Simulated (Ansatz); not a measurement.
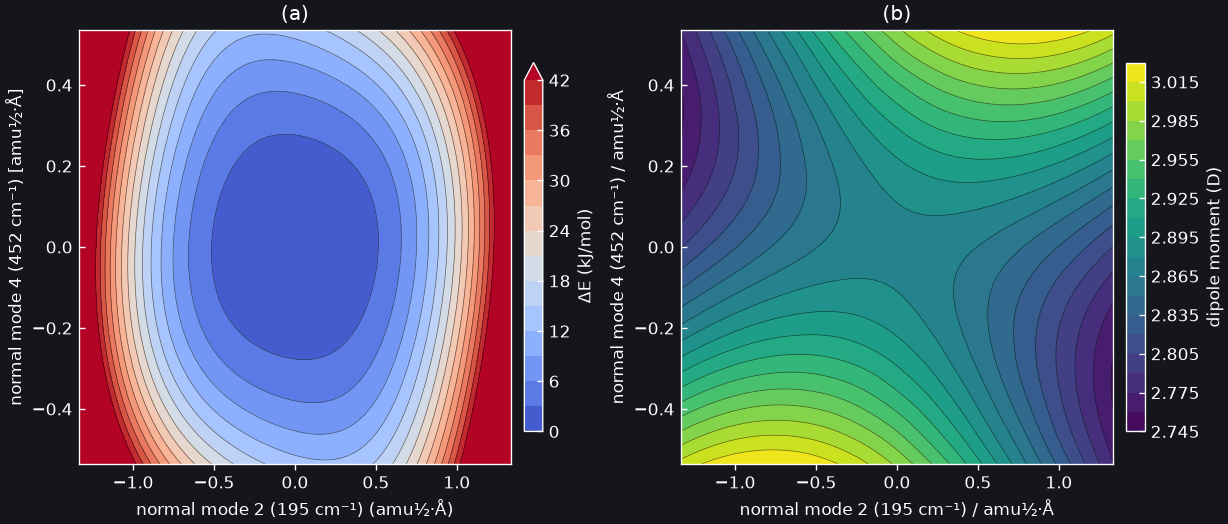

CHAlClN, SMILES N#[C][AlH][Cl]. 
- First axis: normal mode 2 (195 cm⁻¹). Second axis: normal mode 4 (452 cm⁻¹).
- Nothing is relaxed (straight displacements along the two mass-weighted modes).
- The grid has 15 × 15 points; 173 points were computed and 52 follow by symmetry.
- Points are written as (first, second).
- Energies are in kJ/mol, from the lowest grid point.
- All numbers below come from RKS SPW92 (LDA)/def2-TZVP (Ansatz 0.2.0).

Panel (a) is the energy; panel (b) is the computed dipole moment, in D.

In the figure: filled contours, one colour for all values above the top of the scale. Between grid points the surface is interpolated.

How does the dipole moment vary over the map, and what is it at the lowest grid point?

Answer. Leaving out the highest fifth of the energies, it runs from 2.79 D at (−1.146 amu½·Å, 0.230 amu½·Å) to 3.03 D at (−0.764 amu½·Å, −0.536 amu½·Å). At the lowest grid point, (0.000 amu½·Å, 0.000 amu½·Å), it is 2.87 D.

| normal mode 4 (452 cm⁻¹) ↓, normal mode 2 (195 cm⁻¹) → | −1.337 | −1.146 | −0.955 | −0.764 | −0.573 | −0.382 | −0.191 | 0.000 | 0.191 | 0.382 | 0.573 | 0.764 | 0.955 | 1.146 | 1.337 |
| --- | --- | --- | --- | --- | --- | --- | --- | --- | --- | --- | --- | --- | --- | --- | --- |
| 0.536 | 2.78 | 2.81 | 2.84 | 2.87 | 2.90 | 2.93 | 2.96 | 2.98 | 3.00 | 3.02 | 3.03 | 3.03 | 3.03 | 3.02 | 3.00 |
| 0.459 | 2.76 | 2.79 | 2.82 | 2.85 | 2.88 | 2.91 | 2.93 | 2.96 | 2.97 | 2.99 | 3.00 | 3.00 | 2.99 | 2.99 | 2.97 |
| 0.383 | 2.76 | 2.79 | 2.81 | 2.84 | 2.87 | 2.89 | 2.91 | 2.93 | 2.95 | 2.96 | 2.97 | 2.97 | 2.96 | 2.95 | 2.94 |
| 0.306 | 2.76 | 2.78 | 2.81 | 2.83 | 2.86 | 2.88 | 2.90 | 2.91 | 2.93 | 2.93 | 2.94 | 2.94 | 2.93 | 2.92 | 2.91 |
| 0.230 | 2.76 | 2.79 | 2.81 | 2.83 | 2.85 | 2.87 | 2.88 | 2.90 | 2.91 | 2.91 | 2.91 | 2.91 | 2.90 | 2.89 | 2.88 |
| 0.153 | 2.77 | 2.79 | 2.81 | 2.83 | 2.85 | 2.86 | 2.88 | 2.88 | 2.89 | 2.89 | 2.89 | 2.89 | 2.88 | 2.87 | 2.85 |
| 0.077 | 2.79 | 2.81 | 2.82 | 2.84 | 2.85 | 2.86 | 2.87 | 2.88 | 2.88 | 2.88 | 2.87 | 2.87 | 2.86 | 2.84 | 2.83 |
| 0.000 | 2.80 | 2.82 | 2.84 | 2.85 | 2.86 | 2.87 | 2.87 | 2.87 | 2.87 | 2.87 | 2.86 | 2.85 | 2.84 | 2.82 | 2.80 |
| −0.077 | 2.83 | 2.84 | 2.86 | 2.87 | 2.87 | 2.88 | 2.88 | 2.88 | 2.87 | 2.86 | 2.85 | 2.84 | 2.82 | 2.81 | 2.79 |
| −0.153 | 2.85 | 2.87 | 2.88 | 2.89 | 2.89 | 2.89 | 2.89 | 2.88 | 2.88 | 2.86 | 2.85 | 2.83 | 2.81 | 2.79 | 2.77 |
| −0.230 | 2.88 | 2.89 | 2.90 | 2.91 | 2.91 | 2.91 | 2.91 | 2.90 | 2.88 | 2.87 | 2.85 | 2.83 | 2.81 | 2.79 | 2.76 |
| −0.306 | 2.91 | 2.92 | 2.93 | 2.94 | 2.94 | 2.93 | 2.93 | 2.91 | 2.90 | 2.88 | 2.86 | 2.83 | 2.81 | 2.78 | 2.76 |
| −0.383 | 2.94 | 2.95 | 2.96 | 2.97 | 2.97 | 2.96 | 2.95 | 2.93 | 2.91 | 2.89 | 2.87 | 2.84 | 2.81 | 2.79 | 2.76 |
| −0.459 | 2.97 | 2.99 | 2.99 | 3.00 | 3.00 | 2.99 | 2.97 | 2.96 | 2.93 | 2.91 | 2.88 | 2.85 | 2.82 | 2.79 | 2.77 |
| −0.536 | 3.00 | 3.02 | 3.03 | 3.03 | 3.03 | 3.02 | 3.00 | 2.98 | 2.96 | 2.93 | 2.90 | 2.87 | 2.84 | 2.81 | 2.78 |
